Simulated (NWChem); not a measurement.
**C5H6 (pent-3-en-1-yne) at PBE0/3-21G**

Aim: the vertical ionisation energy of C5H6 (pent-3-en-1-yne) at PBE0/3-21G, from 2 runs. 

Program for the calculation: NWChem 7.3.0.

### 1 The system as given

C5H6: 11 atoms, total charge 0, spin state singlet. As SMILES, `C#C/C=C/C`. The coordinates come from a PBE0-D4/def2-TZVP relaxation.

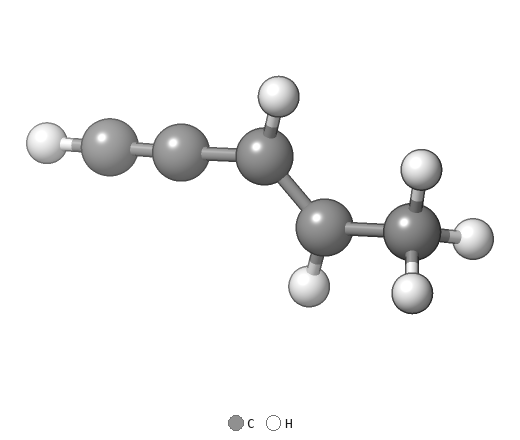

Viewed from a chosen angle; carbon grey, hydrogen white.

### 2 The energy at PBE0/3-21G

struct.nw

```
echo
start struct
title "C5H6"
memory stack 880 mb heap 220 mb global 1100 mb

geometry units atomic noautosym nocenter noautoz
 C   -2.86595864   3.21366825   3.78625526
 C   -1.39669658   2.16127977   2.40543238
 C    0.38588207   0.96565005   0.80540127
 C   -0.17555556  -0.91292669  -0.78215764
 C    1.68128933  -2.17526374  -2.46533670
 H   -4.17723960   4.13415384   5.00097122
 H    2.31907190   1.65766776   0.91424950
 H   -2.11838299  -1.57603159  -0.86171511
 H    3.57101546  -1.37855521  -2.24764025
 H    1.12174143  -1.99403901  -4.44898222
 H    1.77861023  -4.20331782  -2.06736038
end

basis spherical bse
 * library 3-21G
end

dft
 xc pbe0
 grid fine
 convergence energy 1e-08
 maxiter 100
 mulliken
 noprint "final vectors analysis"
end

task dft energy
```

On the command line:

```sh
$ nwchem struct.nw > struct.out
```

The program printed:

```text
[...]
          Wavefunction type:  closed shell.
          No. of atoms     :    11
          No. of electrons :    36
[...]
          Charge           :     0
          Spin multiplicity:     1
[...]
          AO basis - number of functions:    57
[...]
              XC Information
              --------------
                         PBE0 Method XC Functional
                     Hartree-Fock (Exact) Exchange  0.250
          PerdewBurkeErnzerhof Exchange Functional  0.750
            Perdew 1991 LDA Correlation Functional  1.000 local
           PerdewBurkeErnz. Correlation Functional  1.000 non-local
[...]
 d= 0,ls=0.0,diis     1   -192.7043459755 -3.31D+02  1.09D-02  3.79D-01     1.1
[...]
 d= 0,ls=0.0,diis    10   -192.7467740818 -3.85D-09  5.78D-07  1.14D-09     7.4
         Total DFT energy =     -192.746774081821
      One electron energy =     -532.327581513562
           Coulomb energy =      229.761040945253
    Exchange-Corr. energy =      -28.925361444826
 Nuclear repulsion energy =      138.745127931313
[...]
      Total Density - Mulliken Population Analysis
     ---------------------------------------------
    Atom       Charge   Shell Charges
 -----------   ------   -------------------------------------------------------
    1 C    6     6.38   1.99  0.42  1.62  0.83  1.53
    2 C    6     5.96   1.99  0.43  1.65  0.64  1.26
    3 C    6     6.28   1.99  0.40  1.67  0.93  1.29
    4 C    6     6.17   1.99  0.40  1.63  0.92  1.22
    5 C    6     6.69   1.99  0.36  1.69  1.15  1.50
    6 H    1     0.72   0.46  0.26
    7 H    1     0.76   0.47  0.29
    8 H    1     0.77   0.47  0.30
    9 H    1     0.77   0.46  0.31
   10 H    1     0.76   0.46  0.30
[...]
```

It took 8.1 s on 1 thread of Intel Xeon Platinum 8375C at 2.90GHz (Ice Lake), shared host; peak memory 0.12 GiB.

### 3 The doublet cation

c5h6.nw

```
start c5h6
title "C5H6 PBE0"
memory stack 880 mb heap 220 mb global 1100 mb
charge 1

geometry units au noautosym nocenter noautoz
C     -2.86595864     3.21366825     3.78625526
C     -1.39669658     2.16127977     2.40543238
C      0.38588207     0.96565005     0.80540127
C     -0.17555556    -0.91292669    -0.78215764
C      1.68128933    -2.17526374    -2.46533670
H     -4.17723960     4.13415384     5.00097122
H      2.31907190     1.65766776     0.91424950
H     -2.11838299    -1.57603159    -0.86171511
H      3.57101546    -1.37855521    -2.24764025
H      1.12174143    -1.99403901    -4.44898222
H      1.77861023    -4.20331782    -2.06736038
end

basis spherical bse
* library 3-21G
end

dft
xc pbe0
mult 2
grid fine
convergence energy 1e-08
maxiter 100
mulliken
noprint "final vectors analysis"
end

task dft energy
```

On the command line:

```sh
$ nwchem c5h6.nw > c5h6.out
```

The program printed:

```text
[...]
          Wavefunction type:  spin polarized.
          No. of atoms     :    11
          No. of electrons :    35
[...]
          Charge           :     1
          Spin multiplicity:     2
[...]
          AO basis - number of functions:    57
[...]
              XC Information
              --------------
                         PBE0 Method XC Functional
                     Hartree-Fock (Exact) Exchange  0.250
          PerdewBurkeErnzerhof Exchange Functional  0.750
            Perdew 1991 LDA Correlation Functional  1.000 local
           PerdewBurkeErnz. Correlation Functional  1.000 non-local
[...]
 d= 0,ls=0.0,diis     1   -192.3669747404 -3.31D+02  7.46D-03  1.42D-01     1.5
[...]
 d= 0,ls=0.0,diis    13   -192.4216783309 -9.02D-09  1.53D-06  3.44D-09    15.5
[...]
         Total DFT energy =     -192.421678330873
      One electron energy =     -523.721041453645
           Coulomb energy =      221.138817534770
    Exchange-Corr. energy =      -28.584582343311
 Nuclear repulsion energy =      138.745127931313
[...]
      Total Density - Mulliken Population Analysis
     ---------------------------------------------
    Atom       Charge   Shell Charges
 -----------   ------   -------------------------------------------------------
    1 C    6     6.14   1.99  0.45  1.57  0.84  1.29
    2 C    6     5.89   1.99  0.45  1.64  0.62  1.20
    3 C    6     6.21   1.99  0.41  1.66  0.98  1.18
    4 C    6     6.08   1.99  0.42  1.60  0.98  1.10
    5 C    6     6.72   1.99  0.36  1.70  1.18  1.49
    6 H    1     0.60   0.45  0.16
    7 H    1     0.65   0.46  0.19
    8 H    1     0.67   0.46  0.20
    9 H    1     0.71   0.46  0.25
   10 H    1     0.67   0.44  0.22
[...]
      <S2> =      0.7624 (Exact =     0.7500)
[...]
```

Run time: 16 s. Hardware: 1 thread of Intel Xeon Platinum 8375C at 2.90GHz (Ice Lake), shared host; peak memory 0.12 GiB.

### 4 Summary of results

At PBE0/3-21G:

| quantity | value |
| --- | --- |
| singlet C5H6: total energy | -192.74677 Eh |
| singlet C5H6: dipole moment | 1.04 D |
| doublet cation: total energy | -192.42168 Eh |
| doublet cation: ⟨S²⟩ | 0.762 |
| vertical ionisation energy (to the doublet cation) | 8.846 eV |

Removing an electron at fixed nuclei costs 8.85 eV (204 kcal/mol). Mulliken charges (singlet C5H6) run from -0.69 on C5 to +0.28 on H6. Mulliken charges (doublet cation) run from -0.72 on C5 to +0.40 on H6.
